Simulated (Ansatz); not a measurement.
# HO (doublet): one geometry, many settings at distance O1–H2 = 1.371 Å

Aim: run HO (doublet) at one geometry under a spread of methods and options, and see what each costs and gives.

Method: the settings change from run to run; program: Ansatz 0.2.0, Gaussian basis.

18 further runs of the same task are left out: 14 that didn't finish, 4 set aside as unsound or not needed.

**1. The system**

The geometry derives from a PBE0/def2-TZVP stationary point (not a proven minimum). One bond is set to the value named and the two fragments are kept rigid.

2 atoms, charge 0, spin multiplicity 2.

Atoms are counted from 1 here; the program's logs count them from 0.

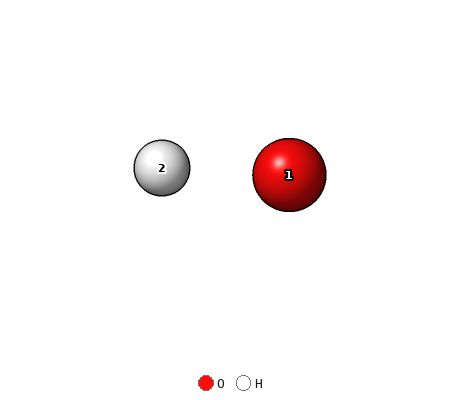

The structure; oxygen red, hydrogen white; atoms are numbered from 1 in the order of the file.

**2. MRCISD+Q(relaxed)(5,4)/cc-pVDZ**

The input, in.yaml:

```yaml
crystal:
  periodic: [false, false, false]
  atoms:
    - {symbol: O, position_ang: [0.000000, 0.000000, 0.000000]}
    - {symbol: H, position_ang: [0.000000, 0.000000, 1.371000]}
basis:
  gaussian: {orbitals: cc-pVDZ}
magnetization: {spin_polarized: false, initial_magnetization: 1}
correlation: {method: fic_mrcisd_q_relaxed, electrons: outside_noble_gas, active_space: {window: {electrons: 5, orbitals: 4}}}
scf: {lower_state_search: off}
```

Launch:

```
> ansatz run in.yaml --threads 1 --pin off --events-out ev --progress --plain --max-ram 2393MiB
```

Log, shortened:

```text
Functional definition: HF
  name "HF"
  cite "Fock, Z. Phys. 61, 126 (1930) doi:10.1007/BF01340294"
  parent pbe
[...]
176 factors; integrals over basis functions are off by at most 8.3e-4 eV
[...]
mean field -2049.28741233 eV, -75.3099233463 hartree, gradient 1.4e-6 eV, S^2 0.750000; 0 other end points of the search recorded, 0 dependent functions left out
reference -2049.28741233 eV, -75.3099233463 hartree; 5, 4 occupied and 14, 15 virtual orbitals, 176 factors
state -2050.67831426 eV, -75.3610380493 hartree
contracted CI cycle   1: correlation 0.00000000 eV, 0.0000000000 hartree, residual 2.10e1 eV
contracted CI cycle   2: correlation -3.58237912 eV, -0.1316500043 hartree, residual 2.94e0 eV
contracted CI cycle   3: correlation -3.66960078 eV, -0.1348553413 hartree, residual 1.16e0 eV
contracted CI cycle   4: correlation -3.68404215 eV, -0.1353860517 hartree, residual 2.71e-1 eV
contracted CI cycle   5: correlation -3.68512327 eV, -0.1354257823 hartree, residual 1.17e-1 eV
contracted CI cycle   6: correlation -3.68534602 eV, -0.1354339681 hartree, residual 6.65e-2 eV
contracted CI cycle   7: correlation -3.68542094 eV, -0.1354367216 hartree, residual 2.86e-2 eV
contracted CI cycle   8: correlation -3.68543054 eV, -0.1354370741 hartree, residual 8.15e-3 eV
contracted CI cycle   9: correlation -3.68543128 eV, -0.1354371013 hartree, residual 1.99e-3 eV
contracted CI cycle  10: correlation -3.68543134 eV, -0.1354371037 hartree, residual 7.90e-4 eV
state -2050.67831426 eV, -75.3610380493 hartree; corrected -2054.49388284 eV, -75.5012576085 hartree
Total energy: -2054.49388284 eV, -75.5012576085 hartree
Checks for a lower state left out: stability, starts, cluster_reference, orbital_swaps, neighbouring_geometries, increment
```

It took 0.36 s on 1 thread of Arm Neoverse V1, shared host.

From the report: 12 determinants; active occupations 2.00, 1.89, 1.00, 0.11.

**3. CASCI(1,2)/def2-SVP**

The input, in.yaml:

```yaml
crystal:
  periodic: [false, false, false]
  atoms:
    - {symbol: O, position_ang: [0.000000, 0.000000, 0.000000]}
    - {symbol: H, position_ang: [0.000000, 0.000000, 1.371000]}
basis:
  gaussian: {orbitals: def2-SVP}
magnetization: {spin_polarized: false, initial_magnetization: 1}
correlation: {active_space: {window: {electrons: 1, orbitals: 2}, fixed_orbitals: true}}
```

Launched as before.

Log:

```text
Functional definition: HF
  name "HF"
  cite "Fock, Z. Phys. 61, 126 (1930) doi:10.1007/BF01340294"
  parent pbe
  exchange = exact_x
  correlation = 0
183 factors; integrals over basis functions are off by at most 1.7e-3 eV
mean field evaluation 1: about -2046.6043 eV, gradient 1.4e1 eV
mean field evaluation 2: about -2046.6044 eV, gradient 1.4e1 eV
mean field evaluation 4: about -2047.3369 eV, gradient 1.7e0 eV
mean field evaluation 8: about -2047.3553 eV, gradient 5.0e-5 eV
mean field evaluation 16: about -2047.3553 eV, gradient 2.0e-5 eV
mean field -2047.35531966 eV, -75.2389202503 hartree, gradient 1.5e-6 eV, S^2 0.750000; 2 other end points of the search recorded, 0 dependent functions left out
reference -2047.35531966 eV, -75.2389202503 hartree; 5, 4 occupied and 14, 15 virtual orbitals, 183 factors
state -2047.35531966 eV, -75.2389202503 hartree
Total energy: -2047.35531966 eV, -75.2389202503 hartree
```

It took 0.06 s on 1 thread of Arm Neoverse V1, shared host.

From the report: 1 determinant; active occupations 1.00, 0.00. With so small a space the active step adds no correlation: the energy is the mean field's.

**4. CCSD(T) on ROHF/x2c-TZVPPall**

The input, in.yaml:

```yaml
crystal:
  periodic: [false, false, false]
  atoms:
    - {symbol: O, position_ang: [0.000000, 0.000000, 0.000000]}
    - {symbol: H, position_ang: [0.000000, 0.000000, 1.371000]}
basis:
  gaussian: {orbitals: x2c-TZVPPall}
magnetization: {spin_polarized: false, initial_magnetization: 1}
correlation: {method: ccsd_t, electrons: valence}
accuracy: high
scf: {lower_state_search: off}
output: {forces: true}
```

The command is unchanged.

Log, shortened:

```text
Functional definition: HF
  name "HF"
  cite "Fock, Z. Phys. 61, 126 (1930) doi:10.1007/BF01340294"
  parent pbe
[...]
589 factors; integrals over basis functions are off by at most 3.6e-9 eV
[...]
mean field -2051.41133736 eV, -75.3879761513 hartree, gradient 3.6e-8 eV, S^2 0.750000; 0 other end points of the search recorded, 0 dependent functions left out
1 core orbitals not correlated: weight in the atoms' cores, before any rotation towards them, 1.000 or more for the frozen orbitals, at most 0.000 for the correlated occupied ones
reference -2051.41133736 eV, -75.3879761513 hartree; 4, 3 occupied and 40, 41 virtual orbitals, 589 factors
second order -5.84548046 eV of doubles, -0.09328835 eV of singles
cycle   1  -6.15077835 eV  change   -2.1e-1 eV  update   5.3e-2
[...]
cycle  25  -6.39838283 eV  change   2.7e-10 eV  update  1.6e-10
perturbative correction -0.19866760 eV, -0.0073008995 hartree
[...]
Total energy: -2058.00838778 eV, -75.6304132827 hartree
Relativity: scalar
Atom 0 at     0.000000     0.000000     0.000000 Å, force    -0.000000     0.000000     5.461499 eV/Å
Atom 1 at     0.000000     0.000000     1.371000 Å, force     0.000000    -0.000000    -5.461499 eV/Å
Dipole moment:    -0.000000     0.000000     0.348709 e Å
Checks for a lower state left out: starts, cluster_reference, orbital_swaps, neighbouring_geometries, increment
```

It took 4.1 s on 1 thread of Arm Neoverse V1, shared host.

From the report: correlation -6.5971 eV; T1 0.022; largest double amplitude 0.11.

**5. CCSDT(Q)/B on UHF/cc-pVDZ**

The input, in.yaml:

```yaml
crystal:
  periodic: [false, false, false]
  atoms:
    - {symbol: O, position_ang: [0.000000, 0.000000, 0.000000]}
    - {symbol: H, position_ang: [0.000000, 0.000000, 1.371000]}
basis:
  gaussian: {orbitals: cc-pVDZ}
magnetization: {spin_polarized: true, initial_magnetization: 1}
correlation: {method: ccsdt_q_b, electrons: outside_noble_gas}
output: {forces: true}
```

The command is unchanged.

Log, shortened:

```text
Functional definition: HF
  name "HF"
  cite "Fock, Z. Phys. 61, 126 (1930) doi:10.1007/BF01340294"
  parent pbe
[...]
276 factors; integrals over basis functions are off by at most 2.2e-7 eV
[...]
mean field -2049.60607266 eV, -75.3216338974 hartree, gradient 2.4e-6 eV, S^2 1.021773; 11 other end points of the search recorded, 0 dependent functions left out
determinant -2049.60607266 eV, -75.3216338974 hartree, with singles and doubles -2054.35659740 eV, -75.4962124617 hartree
determinant -2046.84456101 eV, -75.2201502160 hartree, with singles and doubles -2050.35704090 eV, -75.3492314710 hartree
determinant -2046.23349055 eV, -75.1976937908 hartree, with singles and doubles -2050.65258434 eV, -75.3600924924 hartree
determinant -2046.06934693 eV, -75.1916616241 hartree, with singles and doubles -2049.92001584 eV, -75.3331710963 hartree
determinant -2043.61002848 eV, -75.1012833379 hartree, with singles and doubles -2047.97872272 eV, -75.2618298900 hartree
1 core orbitals not correlated: weight in the atoms' cores, before any rotation towards them, 1.000 or more for the frozen orbitals, at most 0.000 for the correlated occupied ones
reference -2049.60607266 eV, -75.3216338974 hartree; 4, 3 occupied and 14, 15 virtual orbitals, 276 factors
second order -3.87194021 eV of doubles, -0.00000000 eV of singles
cycle   1  -4.22189523 eV  change   -3.5e-1 eV  update   6.7e-2
[...]
cycle  17  -4.86208203 eV  change    2.8e-7 eV  update   1.3e-7
perturbative correction -0.01234216 eV, -0.0004535659 hartree
[...]
Total energy: -2054.48049684 eV, -75.5007656820 hartree
Atom 0 at     0.000000     0.000000     0.000000 Å, force     0.000000     0.000000     5.166477 eV/Å
Atom 1 at     0.000000     0.000000     1.371000 Å, force     0.000000    -0.000000    -5.166477 eV/Å
Dipole moment:    -0.000000     0.000000     0.318871 e Å
```

It took 8.5 s on 1 thread of Arm Neoverse V1, shared host.

From the report: ⟨S²⟩ of the determinant 1.022 (pure doublet: 0.75); correlation -4.8744 eV; T1 0.068; largest double amplitude 0.16.

**6. CCSDT(Q)/B on UHF/aug-cc-pVDZ**

The input, in.yaml:

```yaml
crystal:
  periodic: [false, false, false]
  atoms:
    - {symbol: O, position_ang: [0.000000, 0.000000, 0.000000]}
    - {symbol: H, position_ang: [0.000000, 0.000000, 1.371000]}
basis:
  gaussian: {orbitals: aug-cc-pVDZ, point_charges: [{charge: 1.00, position_ang: [3.738, -0.338, 0.339]}]}
magnetization: {spin_polarized: true, initial_magnetization: 1}
correlation: {method: ccsdt_q_b, electrons: valence}
scf: {omitted_lower_state_checks: [cluster_reference]}
output: {forces: true}
```

Launched as before.

Log, shortened:

```text
Functional definition: HF
  name "HF"
  cite "Fock, Z. Phys. 61, 126 (1930) doi:10.1007/BF01340294"
  parent pbe
[...]
487 factors; integrals over basis functions are off by at most 1.9e-7 eV
[...]
mean field -2049.96220246 eV, -75.3347214262 hartree, gradient 3.7e-6 eV, S^2 0.998638; 5 other end points of the search recorded, 0 dependent functions left out
1 core orbitals not correlated: weight in the atoms' cores, before any rotation towards them, 1.000 or more for the frozen orbitals, at most 0.000 for the correlated occupied ones
reference -2049.96220246 eV, -75.3347214262 hartree; 4, 3 occupied and 27, 28 virtual orbitals, 487 factors
second order -4.31056064 eV of doubles, -0.00000000 eV of singles
cycle   1  -4.64141779 eV  change   -3.3e-1 eV  update   8.0e-2
[...]
cycle  30  -5.35175636 eV  change   -8.9e-8 eV  update   5.5e-8
perturbative correction -0.01386003 eV, -0.0005093467 hartree
[...]
Total energy: -2055.32781885 eV, -75.5319041914 hartree
Atom 0 at     0.000000     0.000000     0.000000 Å, force     0.354210    -0.032029     5.218852 eV/Å
Atom 1 at     0.000000     0.000000     1.371000 Å, force    -0.217225     0.019642    -5.126757 eV/Å
Dipole moment:    -0.085483     0.007730     0.347763 e Å
Checks for a lower state left out: cluster_reference
```

It took 48 s on 1 thread of Arm Neoverse V1, shared host; peak memory 0.52 GiB.

From the report: ⟨S²⟩ of the determinant 0.999 (pure doublet: 0.75); correlation -5.3656 eV; T1 0.067; largest double amplitude 0.10.

**7. All runs side by side**

Where basis and cores are those of an earlier FCI/cc-pVDZ run (-2054.4809 eV), and the state is the same kind, the miss against it is given.

```
                                                level         correlated  functions  energy (eV)  from FCI (meV)    time
                       MRCISD+Q(relaxed)(5,4)/cc-pVDZ  outside noble gas         19   -2054.4939           -13.0  0.36 s
                                  CASCI(1,2)/def2-SVP                            19   -2047.3553                  0.06 s
                         CCSD(T) on ROHF/x2c-TZVPPall            valence         45   -2058.0084                   4.1 s
                            CCSDT(Q)/B on UHF/cc-pVDZ  outside noble gas         19   -2054.4805             0.4   8.5 s
CCSDT(Q)/B on UHF/aug-cc-pVDZ (beside a point charge)            valence         32   -2055.3278                    48 s
```

**8. Results**

```
quantity                                                        value
    runs                                                            5
quickest                                  CASCI(1,2)/def2-SVP, 0.06 s
 slowest  CCSDT(Q)/B on UHF/aug-cc-pVDZ (beside a point charge), 48 s
```

Total energies in different bases, with other cores or another treatment of relativity can't be set against each other. CCSDT(Q)/B on UHF/aug-cc-pVDZ (beside a point charge) took 800 times as long as CASCI(1,2)/def2-SVP; the jobs differ in more than the method. Among the correlated runs with a miss given, it spans -13 to +0 meV.
